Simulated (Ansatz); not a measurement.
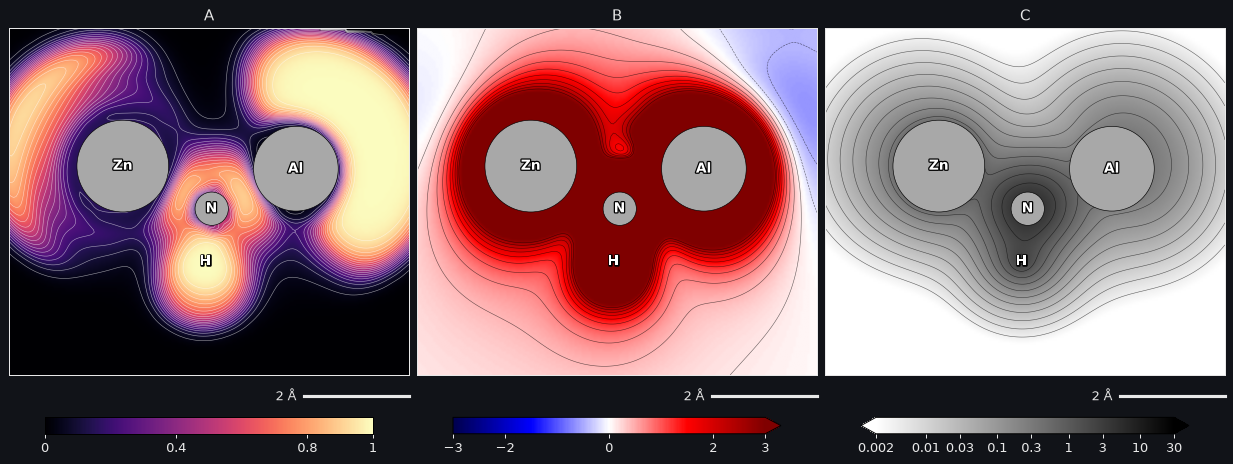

AlHNZn (SMILES [Al][NH][Zn]) (doublet): 3 fields on the molecular plane, with unlabelled colour scales. Grey discs cover the atomic cores.

Geometry: PBE0-D3(BJ)/def2-SVP.

These are results of isolated molecule in a Gaussian basis; Kohn-Sham density functional theory, functional PBE0 in Ansatz, not measurements.

Q: The panels show electron density, electron localisation function and electrostatic potential in some order. Assign them.

A: Panel A: electron localisation function. Panel B: electrostatic potential (strongly positive close to the atoms, with negative regions outside electron-rich atoms). Panel C: electron density. From the grid: Al–N (1.78 Å): ρ is about 0.82 e/Å³ halfway; the ELF peaks at about 0.90 in the valence shell of N, 0.6 Å from its nucleus, and is about 0.60 at the midpoint. Zn–N (1.89 Å): ρ at the midpoint is about 0.76 e/Å³; the ELF peaks at about 0.85 in the valence shell of N, 0.6 Å from its nucleus, and is about 0.25 at the midpoint.
